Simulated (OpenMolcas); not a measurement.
**Single-point calculation of C2F6 (part 1 of 2)**

The run: single-point calculation of C2F6, SMILES FC(F)(F)C(F)(F)F. Method and program: MP2/ANO-RCC-VDZP, RHF, DKH2 (OpenMolcas 26.06).

The geometry comes from this level: GFN2-xTB.

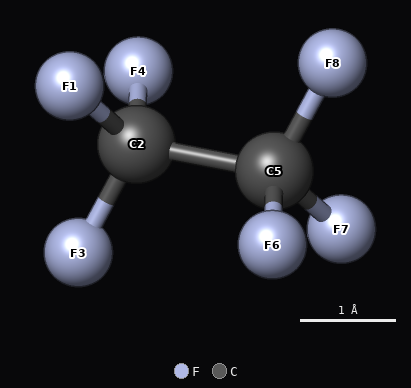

Figure 1. The structure (ball-and-stick view, seen at a tilt; atoms are numbered from 1 in the order of the input). Bond lengths as drawn: C–C 1.56 Å and C–F 1.33 Å.

The input
```
&GATEWAY
 Coord=mol.xyz
 Basis=ANO-RCC-VDZP
 Group=NoSym

&SEWARD

&SCF
 PrOrbitals=1 1

&MBPT2
 Frozen=7
```

File mol.xyz
```
8

F      1.075550    -0.784020     1.150880
C      0.667400    -0.399470    -0.052660
F      1.616220     0.352230    -0.597990
F      0.503950    -1.481060    -0.805670
C     -0.667470     0.399320     0.052910
F     -0.502030     1.483130     0.801950
F     -1.077680     0.779880    -1.151420
F     -1.615940    -0.350010     0.602000
```

Run as:
```bash
export MOLCAS_MEM=1860
pymolcas job.input > job.log
```

What the program printed
```
--- Start Module: gateway ---

                                              &GATEWAY

                       available to each process: 1.9 GB of memory, 1 thread

++    Symmetry information:
      ---------------------

                    Character Table for C1

                             E
                    a        1  x, y, xy, Rz, z, xz, Ry, yz, Rx, I
--

++    Basis set information:
      ----------------------

      Basis set label: F.ANO-RCC...3S2P1D.

      Electronic valence basis set:
      ------------------
      Associated Effective Charge   9.000000 au
      Associated Actual Charge      9.000000 au
      Nuclear Model: Point charge

      Shell  nPrim  nBasis  Cartesian Spherical Contaminant
         s      14       3        X
         p       9       2        X
         d       4       1                 X

      Basis set label: C.ANO-RCC...3S2P1D.

      Electronic valence basis set:
      ------------------
      Associated Effective Charge   6.000000 au
      Associated Actual Charge      6.000000 au
      Nuclear Model: Point charge

      Shell  nPrim  nBasis  Cartesian Spherical Contaminant
         s      14       3        X
         p       9       2        X
         d       4       1                 X

      Basis set label: F.ANO-RCC...3S2P1D.

      Electronic valence basis set:
      ------------------
      Associated Effective Charge   9.000000 au
      Associated Actual Charge      9.000000 au
      Nuclear Model: Point charge

      Shell  nPrim  nBasis  Cartesian Spherical Contaminant
         s      14       3        X
         p       9       2        X
         d       4       1                 X

      Basis set label: C.ANO-RCC...3S2P1D.

      Electronic valence basis set:
      ------------------
      Associated Effective Charge   6.000000 au
      Associated Actual Charge      6.000000 au
      Nuclear Model: Point charge

      Shell  nPrim  nBasis  Cartesian Spherical Contaminant
         s      14       3        X
         p       9       2        X
         d       4       1                 X

      Basis set label: F.ANO-RCC...3S2P1D.

      Electronic valence basis set:
      ------------------
      Associated Effective Charge   9.000000 au
      Associated Actual Charge      9.000000 au
      Nuclear Model: Point charge

      Shell  nPrim  nBasis  Cartesian Spherical Contaminant
         s      14       3        X
         p       9       2        X
         d       4       1                 X
--

++    Molecular structure info:
      -------------------------

                    ************************************************
                    **** Cartesian Coordinates / bohr, angstrom ****
                    ************************************************

     Center  Label                x              y              z                     x              y              z
        1      F1               2.032495      -1.481583       2.174848              1.075550      -0.784020       1.150880
        2      C2               1.261203      -0.754889      -0.099513              0.667400      -0.399470      -0.052660
        3      F3               3.054213       0.665618      -1.130037              1.616220       0.352230      -0.597990
        4      F4               0.952327      -2.798798      -1.522496              0.503950      -1.481060      -0.805670
        5      C5              -1.261335       0.754605       0.099985             -0.667470       0.399320       0.052910
        6      F6              -0.948699       2.802710       1.515466             -0.502030       1.483130       0.801950
        7      F7              -2.036520       1.473760      -2.175868             -1.077680       0.779880      -1.151420
        8      F8              -3.053684      -0.661423       1.137615             -1.615940      -0.350010       0.602000

                    ***************************************
                    *    InterNuclear Distances / bohr    *
                    ***************************************

               1 F1            2 C2            3 F3            4 F4            5 C5            6 F6
    1 F1       0.000000
    2 C2       2.509122        0.000000
    3 F3       4.071443        2.508925        0.000000
    4 F4       4.070893        2.509551        4.071133        0.000000
    5 C5       4.489422        2.946451        4.488300        4.489925        0.000000
    6 F6       5.260938        4.488689        5.252538        6.649812        2.509194        0.000000
    7 F7       6.649787        4.489221        5.259508        5.254984        2.509503        4.071291
    8 F8       5.255257        4.489708        6.649037        5.262384        2.508849        4.071111

               7 F7            8 F8
    7 F7       0.000000
    8 F8       4.070971        0.000000

                    *******************************************
                    *    InterNuclear Distances / angstrom    *
                    *******************************************

               1 F1            2 C2            3 F3            4 F4            5 C5            6 F6
    1 F1       0.000000
    2 C2       1.327770        0.000000
    3 F3       2.154515        1.327666        0.000000
    4 F4       2.154224        1.327997        2.154351        0.000000
    5 C5       2.375700        1.559195        2.375106        2.375966        0.000000
    6 F6       2.783968        2.375312        2.779523        3.518929        1.327809        0.000000
    7 F7       3.518916        2.375593        2.783212        2.780818        1.327972        2.154434
    8 F8       2.780962        2.375851        3.518519        2.784734        1.327626        2.154339

               7 F7            8 F8
    7 F7       0.000000
    8 F8       2.154265        0.000000

                    **************************************
                    *    Valence Bond Angles / degree    *
                    **************************************
                          Atom centers                 Phi
                      1 F1       2 C2       3 F3       108.46
                      1 F1       2 C2       4 F4       108.42
                      1 F1       2 C2       5 C5       110.50
                      3 F3       2 C2       4 F4       108.43
                      3 F3       2 C2       5 C5       110.46
                      4 F4       2 C2       5 C5       110.50
                      2 C2       5 C5       6 F6       110.47
                      2 C2       5 C5       7 F7       110.48
                      2 C2       5 C5       8 F8       110.52
                      6 F6       5 C5       7 F7       108.43
                      6 F6       5 C5       8 F8       108.45
                      7 F7       5 C5       8 F8       108.43

           ***************************************************************
           *              Valence Dihedral Angles / degree               *
           ***************************************************************
                    Atom centers                       Phi1     Phi2     Theta
           1 F1       2 C2       5 C5       6 F6        110.50   110.47    60.23
           1 F1       2 C2       5 C5       7 F7        110.50   110.48  -179.79
           1 F1       2 C2       5 C5       8 F8        110.50   110.52   -59.79
           3 F3       2 C2       5 C5       6 F6        110.46   110.47   -59.79
           3 F3       2 C2       5 C5       7 F7        110.46   110.48    60.19
           3 F3       2 C2       5 C5       8 F8        110.46   110.52  -179.80
           4 F4       2 C2       5 C5       6 F6        110.50   110.47  -179.77
           4 F4       2 C2       5 C5       7 F7        110.50   110.48   -59.80
           4 F4       2 C2       5 C5       8 F8        110.50   110.52    60.21
--

            Nuclear Potential Energy            461.87478294 au

--- Stop Module: gateway /rc=_RC_ALL_IS_WELL_ ---

--- Start Module: seward ---

                                              &SEWARD

                       available to each process: 1.9 GB of memory, 1 thread

               SEWARD will generate:
                  Multipole Moment integrals up to order  2
                  Kinetic Energy integrals
                  Nuclear Attraction integrals (point charge)
                  One-Electron Hamiltonian integrals
                  Velocity integrals
                  Relativistic Douglas-Kroll-Hess integrals:
                    - Parametrization         : EXP
                    - DKH order of Hamiltonian: 2
                    - DKH order of Properties : 0
                         - multipole moment operators
                         - electric potential operators
                         - contact operators
                  Orbital angular momentum around (  0.0000   0.0000  -0.0000 )
                  Velocity quadrupole around (  0.0000   0.0000  -0.0000 )
                  Atomic mean-field integrals
                  Two-Electron Repulsion integrals

                   Integrals are discarded if absolute value <: 1.00E-14
                   Integral cutoff threshold is set to       <: 1.00E-16

            Nuclear Potential Energy            461.87478294 au

      Basis set specifications :
      Symmetry species         a
      Basis functions          112

--- Stop Module: seward /rc=_RC_ALL_IS_WELL_ ---
--- Module seward spent 54 seconds ---

--- Start Module: scf ---

                                                &SCF

                       available to each process: 1.9 GB of memory, 1 thread

++    Input section:
      --------------

      Header of the integral files:

      Cartesian coordinates in angstrom:
      -----------------------------------------------------
      No.  Label        X            Y            Z
      -----------------------------------------------------
       1   F1         1.07555000  -0.78402000   1.15088000
       2   C2         0.66740000  -0.39947000  -0.05266000
       3   F3         1.61622000   0.35223000  -0.59799000
       4   F4         0.50395000  -1.48106000  -0.80567000
       5   C5        -0.66747000   0.39932000   0.05291000
       6   F6        -0.50203000   1.48313000   0.80195000
       7   F7        -1.07768000   0.77988000  -1.15142000
       8   F8        -1.61594000  -0.35001000   0.60200000
      -----------------------------------------------------
      Nuclear repulsion energy =  461.87478294
--

++    Orbital specifications:
      -----------------------

      Symmetry species               1
                                     a
      Frozen orbitals                0
      Occupied orbitals             33
      Secondary orbitals            79
      Deleted orbitals               0
      Total number of orbitals     112
      Number of basis functions    112
--

      Molecular charge                           0.000

++    Optimization specifications:
      ----------------------------

      SCF Algorithm: Conventional
      Minimized density differences are used
      Number of density matrices in core                 5
      Maximum number of NDDO SCF iterations            400
      Maximum number of HF SCF iterations              400
      Threshold for SCF energy change             1.00E-09
      Threshold for density matrix                1.00E-04
      Threshold for Fock matrix                   1.50E-04
      Threshold for linear dependence             1.00E-09
      Threshold at which DIIS is turned on        1.50E-01
      Maximum depth in the DIIS procedure                5
      Maximum depth in the BFGS Hessian update          30
      Threshold at which QNR/C2DIIS is turned on  7.50E-02
      Threshold for Norm(delta) (QNR/C2DIIS)      1.00E-03
      All orbitals punched on: SCFORB
--

      Input vectors read from INPORB
      Orbital file label: *Guess orbitals

++ Convergence information
                                   SCF        iterations: Energy and convergence statistics

Iter     Tot. SCF        One-elec.       Two-elec.     Energy      Max Dij or  Max Fij      DNorm      TNorm      AccCon     Time
         Energy          Energy          Energy        Change      Delta Norm                                                in Sec.
   1  -672.071837267 -1849.872778144   715.926157935   0.00E+00    3.97E-01*   2.65E-01*    1.17E+01   2.39E+02   None         1.
   2  -672.866231844 -1856.439662272   721.698647487  -7.94E-01*   2.26E-01*   1.79E-01*    3.37E+00   2.41E+02   EDIIS        1.
   3  -673.067450910 -1857.338502076   722.396268225  -2.01E-01*   6.12E-02*   7.84E-02*    1.08E+00   2.41E+02   EDIIS        1.
   4  -673.166609938 -1855.116937295   720.075544416  -9.92E-02*   9.90E-03*   1.81E-02*    3.17E-01   2.41E+02   c2DIIS       1.
   5  -673.182270870 -1856.166763509   721.109709698  -1.57E-02*   5.56E-03*   1.72E-03*    6.69E-02   2.41E+02   QNRc2DIIS    1.
   6  -673.182360456 -1856.005025943   720.947882546  -8.96E-05*   2.64E-03*   8.79E-04*    1.07E-02   2.41E+02   QNRc2DIIS    1.
   7  -673.182376854 -1856.050418538   720.993258743  -1.64E-05*   5.96E-04    2.07E-04*    1.88E-03   2.41E+02   QNRc2DIIS    1.
   8  -673.182377580 -1856.063991121   721.006830600  -7.26E-07*   1.35E-04    1.14E-04     4.21E-04   2.41E+02   QNRc2DIIS    1.
   9  -673.182377687 -1856.060775170   721.003614542  -1.07E-07*   4.26E-05    1.74E-05     6.39E-05   2.41E+02   QNRc2DIIS    1.
  10  -673.182377691 -1856.060537933   721.003377301  -4.37E-09*   3.57E-06    1.31E-06     2.11E-04   2.41E+02   QNRc2DIIS    1.
  11  -673.182377691 -1856.060538636   721.003378004  -3.27E-11    4.90E-07    1.39E-07     4.15E-04   2.41E+02   QNRc2DIIS    1.
```
